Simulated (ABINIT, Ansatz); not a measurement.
# Re (Rhenium): from the cell to the phonon bands, part 3 of 4

Aim: the phonon dispersion of Re (Rhenium), checked by a second program.

ABINIT 10.8.3; DFT PBE, scalar-relativistic, plane waves, PseudoDojo norm-conserving pseudopotentials.

So far. Step 4 (Self-consistent run for the response): The cell stands at -0.33 GPa: the relaxation ran with a smoothed and higher cutoff, and the difference is a stress of the finite basis. Step 5 (Zone-centre response): The acoustic modes at Γ come out as far as 2.7 cm⁻¹ from zero, where they should vanish, a small numerical error. The relaxed cell has a = 2.774, c = 4.488 Å (conventional setting).

**7. Interpolated phonon bands**

anaddb transforms the dynamical matrices to force constants and back along the path; points of the mesh come back as solved, but for the sum rule and, in polar crystals, the LO-TO term at Γ; the rest is interpolation.

anaddb.abi

```
ddb_filepath "all_DDB"
output_file "anaddb.abo"
outdata_prefix "anaddb"
ifcflag 1
ngqpt 3 3 2
nqshft 1
q1shft 0.0 0.0 0.0
asr 1
chneut 0
dipdip 0
dipquad 0
quadquad 0
enunit 0
eivec 0
nph1l 93
qph1l 
    0.0 0.0 0.0 1.0
    0.05 0.0 0.0 1.0
    0.1 0.0 0.0 1.0
    0.15 0.0 0.0 1.0
    0.2 0.0 0.0 1.0
    0.25 0.0 0.0 1.0
    0.3 0.0 0.0 1.0
    0.35 0.0 0.0 1.0
    0.4 0.0 0.0 1.0
    0.45 0.0 0.0 1.0
    0.5 0.0 0.0 1.0
    0.48333333 0.03333333 0.0 1.0
    0.46666667 0.06666667 0.0 1.0
    0.45 0.1 0.0 1.0
    0.43333333 0.13333333 0.0 1.0
    0.41666667 0.16666667 0.0 1.0
    0.4 0.2 0.0 1.0
    0.38333333 0.23333333 0.0 1.0
    0.36666667 0.26666667 0.0 1.0
    0.35 0.3 0.0 1.0
    0.33333333 0.33333333 0.0 1.0
    0.3 0.3 0.0 1.0
    0.26666667 0.26666667 0.0 1.0
    0.23333333 0.23333333 0.0 1.0
    0.2 0.2 0.0 1.0
    0.16666667 0.16666667 0.0 1.0
    0.13333333 0.13333333 0.0 1.0
    0.1 0.1 0.0 1.0
    0.06666667 0.06666667 0.0 1.0
    0.03333333 0.03333333 0.0 1.0
    0.0 0.0 0.0 1.0
    0.0 0.0 0.05 1.0
    0.0 0.0 0.1 1.0
    0.0 0.0 0.15 1.0
    0.0 0.0 0.2 1.0
    0.0 0.0 0.25 1.0
    0.0 0.0 0.3 1.0
    0.0 0.0 0.35 1.0
    0.0 0.0 0.4 1.0
    0.0 0.0 0.45 1.0
    0.0 0.0 0.5 1.0
    0.05 0.0 0.5 1.0
    0.1 0.0 0.5 1.0
    0.15 0.0 0.5 1.0
    0.2 0.0 0.5 1.0
    0.25 0.0 0.5 1.0
    0.3 0.0 0.5 1.0
    0.35 0.0 0.5 1.0
    0.4 0.0 0.5 1.0
    0.45 0.0 0.5 1.0
    0.5 0.0 0.5 1.0
    0.48333333 0.03333333 0.5 1.0
    0.46666667 0.06666667 0.5 1.0
    0.45 0.1 0.5 1.0
    0.43333333 0.13333333 0.5 1.0
    0.41666667 0.16666667 0.5 1.0
    0.4 0.2 0.5 1.0
    0.38333333 0.23333333 0.5 1.0
    0.36666667 0.26666667 0.5 1.0
    0.35 0.3 0.5 1.0
    0.33333333 0.33333333 0.5 1.0
    0.3 0.3 0.5 1.0
    0.26666667 0.26666667 0.5 1.0
    0.23333333 0.23333333 0.5 1.0
    0.2 0.2 0.5 1.0
    0.16666667 0.16666667 0.5 1.0
    0.13333333 0.13333333 0.5 1.0
    0.1 0.1 0.5 1.0
    0.06666667 0.06666667 0.5 1.0
    0.03333333 0.03333333 0.5 1.0
    0.0 0.0 0.5 1.0
    0.5 0.0 0.5 1.0
    0.5 0.0 0.45 1.0
    0.5 0.0 0.4 1.0
    0.5 0.0 0.35 1.0
    0.5 0.0 0.3 1.0
    0.5 0.0 0.25 1.0
    0.5 0.0 0.2 1.0
    0.5 0.0 0.15 1.0
    0.5 0.0 0.1 1.0
    0.5 0.0 0.05 1.0
    0.5 0.0 0.0 1.0
    0.33333333 0.33333333 0.5 1.0
    0.33333333 0.33333333 0.45 1.0
    0.33333333 0.33333333 0.4 1.0
    0.33333333 0.33333333 0.35 1.0
    0.33333333 0.33333333 0.3 1.0
    0.33333333 0.33333333 0.25 1.0
    0.33333333 0.33333333 0.2 1.0
    0.33333333 0.33333333 0.15 1.0
    0.33333333 0.33333333 0.1 1.0
    0.33333333 0.33333333 0.05 1.0
    0.33333333 0.33333333 0.0 1.0
```

mrgddb.in

```
all_DDB
merged
6
dfpt_gammao_DDB
dfpt_qo_DS1_DDB
dfpt_qo_DS2_DDB
dfpt_qo_DS3_DDB
dfpt_qo_DS4_DDB
dfpt_qo_DS5_DDB
```

Command:

```console
mrgddb < mrgddb.in > mrgddb.log
OMP_NUM_THREADS=1 anaddb anaddb.abi > anaddb.log
```

anaddb.abo, the main output file:

```text
[banners, grids, parts of the stress and lines that vanish by symmetry left out]
-outvars_anaddb: echo values of input variables ----------------------

 Flags :
[...]
Phonon wavevector (reduced coordinates) :  0.00000  0.00000  0.00000
 Phonon energies in Hartree :
[...]
Phonon frequencies in cm-1    :
-  0.000000E+00  0.000000E+00  0.000000E+00  1.055704E+02  1.133786E+02
-  1.133786E+02
[...]
Phonon wavevector (reduced coordinates) :  0.05000  0.00000  0.00000
 Phonon energies in Hartree :
[...]
Phonon frequencies in cm-1    :
-  1.834757E+01  1.961409E+01  3.162631E+01  1.072865E+02  1.133972E+02
-  1.157908E+02
[...]
Phonon wavevector (reduced coordinates) :  0.10000  0.00000  0.00000
 Phonon energies in Hartree :
[...]
Phonon frequencies in cm-1    :
-  3.615659E+01  3.872187E+01  6.241559E+01  1.121264E+02  1.134788E+02
-  1.225523E+02
[...]
Phonon wavevector (reduced coordinates) :  0.15000  0.00000  0.00000
 Phonon energies in Hartree :
[...]
Phonon frequencies in cm-1    :
-  5.291870E+01  5.675931E+01  9.154663E+01  1.136884E+02  1.193324E+02
-  1.324910E+02
[...]
Phonon wavevector (reduced coordinates) :  0.20000  0.00000  0.00000
 Phonon energies in Hartree :
[...]
Phonon frequencies in cm-1    :
-  6.818398E+01  7.310588E+01  1.140954E+02  1.182121E+02  1.280202E+02
-  1.442432E+02
[...]
Phonon wavevector (reduced coordinates) :  0.25000  0.00000  0.00000
 Phonon energies in Hartree :
[...]
Phonon frequencies in cm-1    :
-  8.158549E+01  8.717652E+01  1.147286E+02  1.373653E+02  1.415413E+02
-  1.566896E+02
  Phonon wavevector (reduced coordinates) :  0.30000  0.00000  0.00000
 Phonon energies in Hartree :
[...]
Phonon frequencies in cm-1    :
-  9.285875E+01  9.857389E+01  1.155341E+02  1.465862E+02  1.602605E+02
-  1.694329E+02
  Phonon wavevector (reduced coordinates) :  0.35000  0.00000  0.00000
 Phonon energies in Hartree :
[...]
Phonon frequencies in cm-1    :
-  1.018557E+02  1.071846E+02  1.163515E+02  1.548793E+02  1.730999E+02
-  1.824087E+02
  Phonon wavevector (reduced coordinates) :  0.40000  0.00000  0.00000
 Phonon energies in Hartree :
[...]
Phonon frequencies in cm-1    :
-  1.085551E+02  1.131229E+02  1.169134E+02  1.614604E+02  1.813748E+02
-  1.932863E+02
  Phonon wavevector (reduced coordinates) :  0.45000  0.00000  0.00000
 Phonon energies in Hartree :
[...]
Phonon frequencies in cm-1    :
-  1.130701E+02  1.165827E+02  1.168644E+02  1.656844E+02  1.862525E+02
-  2.001834E+02
  Phonon wavevector (reduced coordinates) :  0.50000  0.00000  0.00000
 Phonon energies in Hartree :
[...]
Phonon frequencies in cm-1    :
-  1.154026E+02  1.160398E+02  1.177173E+02  1.671391E+02  1.878826E+02
-  2.025254E+02
  Phonon wavevector (reduced coordinates) :  0.48333  0.03333  0.00000
 Phonon energies in Hartree :
[...]
Phonon frequencies in cm-1    :
-  1.155631E+02  1.168936E+02  1.183117E+02  1.669631E+02  1.878500E+02
-  2.022370E+02
  Phonon wavevector (reduced coordinates) :  0.46667  0.06667  0.00000
 Phonon energies in Hartree :
[...]
Phonon frequencies in cm-1    :
-  1.160268E+02  1.193711E+02  1.200461E+02  1.664376E+02  1.877604E+02
-  2.013837E+02
  Phonon wavevector (reduced coordinates) :  0.45000  0.10000  0.00000
 Phonon energies in Hartree :
[...]
Phonon frequencies in cm-1    :
-  1.167425E+02  1.227835E+02  1.232366E+02  1.655699E+02  1.876364E+02
-  2.000028E+02
[...]
Phonon wavevector (reduced coordinates) :  0.10000  0.00000  0.50000
 Phonon energies in Hartree :
[...]
Phonon frequencies in cm-1    :
-  8.529830E+01  8.529830E+01  9.406779E+01  9.406779E+01  1.588214E+02
-  1.588214E+02
  Phonon wavevector (reduced coordinates) :  0.15000  0.00000  0.50000
 Phonon energies in Hartree :
[...]
Phonon frequencies in cm-1    :
-  9.083170E+01  9.083170E+01  1.066536E+02  1.066536E+02  1.560069E+02
-  1.560069E+02
  Phonon wavevector (reduced coordinates) :  0.20000  0.00000  0.50000
 Phonon energies in Hartree :
[...]
Phonon frequencies in cm-1    :
-  9.735739E+01  9.735739E+01  1.170820E+02  1.170820E+02  1.551506E+02
-  1.551506E+02
  Phonon wavevector (reduced coordinates) :  0.25000  0.00000  0.50000
 Phonon energies in Hartree :
[...]
Phonon frequencies in cm-1    :
-  1.041143E+02  1.041143E+02  1.201351E+02  1.201351E+02  1.601203E+02
-  1.601203E+02
  Phonon wavevector (reduced coordinates) :  0.30000  0.00000  0.50000
 Phonon energies in Hartree :
[...]
Phonon frequencies in cm-1    :
-  1.104586E+02  1.104586E+02  1.163592E+02  1.163592E+02  1.697719E+02
-  1.697719E+02
  Phonon wavevector (reduced coordinates) :  0.35000  0.00000  0.50000
 Phonon energies in Hartree :
[...]
Phonon frequencies in cm-1    :
-  1.100626E+02  1.100626E+02  1.158843E+02  1.158843E+02  1.797635E+02
-  1.797635E+02
[...]
Phonon wavevector (reduced coordinates) :  0.33333  0.33333  0.05000
 Phonon energies in Hartree :
[...]
Phonon frequencies in cm-1    :
-  1.223821E+02  1.489011E+02  1.489011E+02  1.531036E+02  1.877998E+02
-  1.877998E+02
  Phonon wavevector (reduced coordinates) :  0.33333  0.33333  0.00000
 Phonon energies in Hartree :
[...]
Phonon frequencies in cm-1    :
-  1.216900E+02  1.508982E+02  1.508982E+02  1.528963E+02  1.874717E+02
-  1.874717E+02
-
```

Elapsed: 0.51 s, on 1 thread of Arm Neoverse V2, shared host.

Read from the output:

```
lowest frequency on the path : 0 cm⁻¹
```

Anaddb. Phonon branches along the path, in cm⁻¹:

| point | branch 1 | branch 2 | branch 3 | branch 4 | branch 5 | branch 6 |
| --- | --- | --- | --- | --- | --- | --- |
| Γ | 0 | 0 | 0 | 106 | 113 | 113 |
| M | 115 | 116 | 118 | 167 | 188 | 202 |
| K | 122 | 151 | 151 | 153 | 188 | 188 |
| Γ | 0 | 0 | 0 | 106 | 113 | 113 |
| A | 80 | 80 | 80 | 80 | 162 | 162 |
| L | 98 | 98 | 124 | 124 | 195 | 195 |
| H | 48 | 48 | 154 | 154 | 190 | 190 |
| A | 80 | 80 | 80 | 80 | 162 | 162 |
| jump to L | 98 | 98 | 124 | 124 | 195 | 195 |
| M | 115 | 116 | 118 | 167 | 188 | 202 |
| jump to H | 48 | 48 | 154 | 154 | 190 | 190 |
| K | 122 | 151 | 151 | 153 | 188 | 188 |

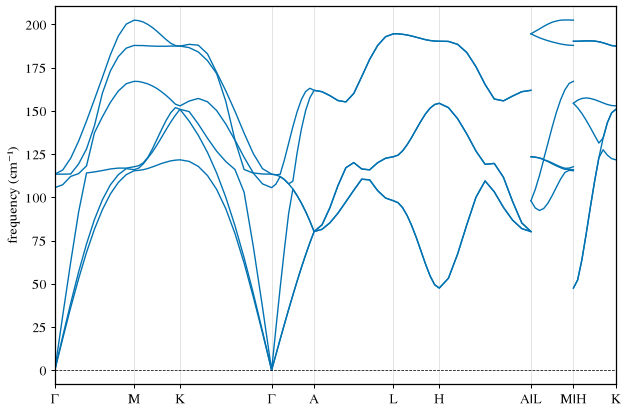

Phonon branches along the path.

All branches are real along the path.

**8. Sums over the zone**

Sums over the zone need many more wavevectors than were solved, so the interpolation is sampled on a dense mesh.

anaddb.abi

```
ddb_filepath "all_DDB"
output_file "anaddb.abo"
outdata_prefix "anaddb"
ifcflag 1
ngqpt 3 3 2
nqshft 1
q1shft 0.0 0.0 0.0
asr 1
chneut 0
dipdip 0
dipquad 0
quadquad 0
prtdos 2
ng2qpt 19 19 10
dosdeltae 4.5563e-06
ntemper 11
temperinc 100.0
tempermin 0.0
```

Command:

```console
OMP_NUM_THREADS=1 anaddb anaddb.abi > anaddb.log
```

anaddb.abo, the main output file:

```text
-outvars_anaddb: echo values of input variables ----------------------

 Flags :
     ifcflag         1
 Miscellaneous information :
         asr         1
      chneut         0
 Interatomic Force Constants Inputs :
      dipdip         0
     dipquad         0
    quadquad         0
      ifcana         0
      ifcout         0
 Description of grid 1 :
        brav         1
       ngqpt         3         3         2
      nqshft         1
      q1shft
                     0.00000000E+00  0.00000000E+00  0.00000000E+00
 Phonon DOS information :
   dosdeltae  4.55630000E-06
    dossmear  4.55633525E-06
 Description of grid 2 (Fourier interp. or BZ sampling):
      ng2qpt        19        19        10
      ngrids         4
      q2shft         0.00000000E+00  0.00000000E+00  0.00000000E+00

================================================================================

 read the DDB information and perform some checks

  ==== Info on the Cryst% object ====
 Real(R)+Recip(G) space primitive vectors, cartesian coordinates (Bohr,Bohr^-1):
 R(1)=  5.2419345  0.0000000  0.0000000  G(1)=  0.1907693  0.1101407  0.0000000
 R(2)= -2.6209672  4.5396484  0.0000000  G(2)=  0.0000000  0.2202814  0.0000000
 R(3)=  0.0000000  0.0000000  8.4815411  G(3)=  0.0000000  0.0000000  0.1179031
 Unit cell volume ucvol=  2.0183133E+02 bohr^3
 Angles (23,13,12)=  9.00000000E+01  9.00000000E+01  1.20000000E+02 degrees
 Time-reversal symmetry is present
 Reduced atomic positions [iatom, xred, symbol]:
    1)    0.3333333  0.6666667  0.2500000  Re
    2)    0.6666667  0.3333333  0.7500000  Re

 DDB file with 6 blocks has been read.

================================================================================

 Calculation of the interatomic forces

       Homogeneous q point set in the B.Z.
 Grid q points  :       18
  1)   0.00000000E+00  0.00000000E+00  0.00000000E+00
  2)   3.33333333E-01  0.00000000E+00  0.00000000E+00
  3)  -3.33333333E-01  0.00000000E+00  0.00000000E+00
  4)   0.00000000E+00  3.33333333E-01  0.00000000E+00
  5)   3.33333333E-01  3.33333333E-01  0.00000000E+00
  6)  -3.33333333E-01  3.33333333E-01  0.00000000E+00
  7)   0.00000000E+00 -3.33333333E-01  0.00000000E+00
  8)   3.33333333E-01 -3.33333333E-01  0.00000000E+00
  9)  -3.33333333E-01 -3.33333333E-01  0.00000000E+00
 10)   0.00000000E+00  0.00000000E+00  5.00000000E-01
 11)   3.33333333E-01  0.00000000E+00  5.00000000E-01
 12)  -3.33333333E-01  0.00000000E+00  5.00000000E-01
 13)   0.00000000E+00  3.33333333E-01  5.00000000E-01
 14)   3.33333333E-01  3.33333333E-01  5.00000000E-01
 15)  -3.33333333E-01  3.33333333E-01  5.00000000E-01
 16)   0.00000000E+00 -3.33333333E-01  5.00000000E-01
 17)   3.33333333E-01 -3.33333333E-01  5.00000000E-01
 18)  -3.33333333E-01 -3.33333333E-01  5.00000000E-01

 The interatomic forces have been obtained

================================================================================

 Calculation of phonon density of states

 Average speed of sound partial sums:     0.1477046136E-02 (at units)
-                                   =           3.2313 [km/s]

 Debye frequency from partial sums:     0.9814801691E-03 (Ha)
-                                 =     0.6457829287E+01 (THz)
-Debye temperature from partial sums:     0.3099269247E+03 (K)

 Average speed of sound:     0.1456016172E-02 (at units)
-                      =           3.1853 [km/s]

 Debye frequency from DOS:     0.9675059997E-03 (Ha)
-                        =     0.6365883669E+01 (THz)
-Debye temperature from DOS:     0.3055142311E+03 (K)

-
```

Elapsed: 0.61 s, on 1 thread.

Read from the output:

- share of modes beyond 3i cm⁻¹ on the dense interpolated mesh: 0
- zero-point energy per atom: 24.8 meV
- heat capacity at 300 K: 24.06 J/(mol atoms K)
- vibrational entropy at 300 K: 37.50 J/(mol atoms K)

The phonon density of states has structure finer than the step of the table below, so its rows give means over 10 cm⁻¹, whole bins alone (the curve runs from -30 to 220 cm⁻¹). Peaks (cm⁻¹: height): 118.0: 0.106, 190.0: 0.110.

Tetrahedra. The phonon density of states by wavenumber; means over each step:

| wavenumber (cm⁻¹) | phonon density of states (1/cm⁻¹/cell) |
| --- | --- |
| 0 | 3.0e-6 |
| 10 | 6.8e-5 |
| 20 | 3.3e-4 |
| 30 | 8.5e-4 |
| 40 | 0.00169 |
| 50 | 0.00308 |
| 60 | 0.00615 |
| 70 | 0.0103 |
| 80 | 0.0166 |
| 90 | 0.0289 |
| 100 | 0.0567 |
| 110 | 0.0727 |
| 120 | 0.0918 |
| 130 | 0.0599 |
| 140 | 0.0420 |
| 150 | 0.0387 |
| 160 | 0.0319 |
| 170 | 0.0222 |
| 180 | 0.0347 |
| 190 | 0.0680 |
| 200 | 0.0116 |
| 210 | 0 |

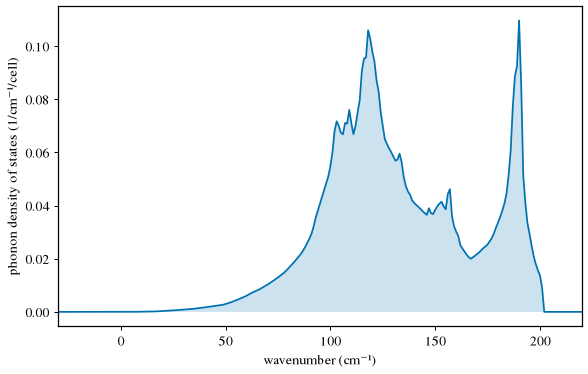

Phonon density of states against wavenumber.

Harmonic thermodynamic functions per atom, summed over the density of states scaled to three modes an atom; melting is ignored. Thermodynamic functions:

| T (K) | F_vib (meV/atom) | S (J/mol-atom/K) | C_V (J/mol-atom/K) |
| --- | --- | --- | --- |
| 0 | 24.8 | 0 | 0 |
| 50 | 24.32 | 3.626 | 8.965 |
| 100 | 19.93 | 13.3 | 18.4 |
| 200 | -2.04 | 27.93 | 23.02 |
| 300 | -36.24 | 37.5 | 24.06 |
| 400 | -78.89 | 44.48 | 24.44 |
| 500 | -127.9 | 49.96 | 24.62 |
| 600 | -182.1 | 54.46 | 24.72 |
| 700 | -240.6 | 58.27 | 24.78 |
| 800 | -302.7 | 61.58 | 24.82 |
| 900 | -368.1 | 64.51 | 24.84 |
| 1000 | -436.3 | 67.12 | 24.86 |

At 300 K the heat capacity has reached 96 % of the Dulong-Petit value.

(Continued in part 4 of 4.)

[Host names and launcher messages were left out of these logs when they were recorded.]

[Logs are printed without paths, hosts, clocks, repeated set-up lines and the standing remarks that a program may print on its own settings, such as how far it seeks lower states.]

[Hosts, paths, dates, database ids (printed as entryN), source tags and the programs' standing remarks are cut or masked in the printed files.]
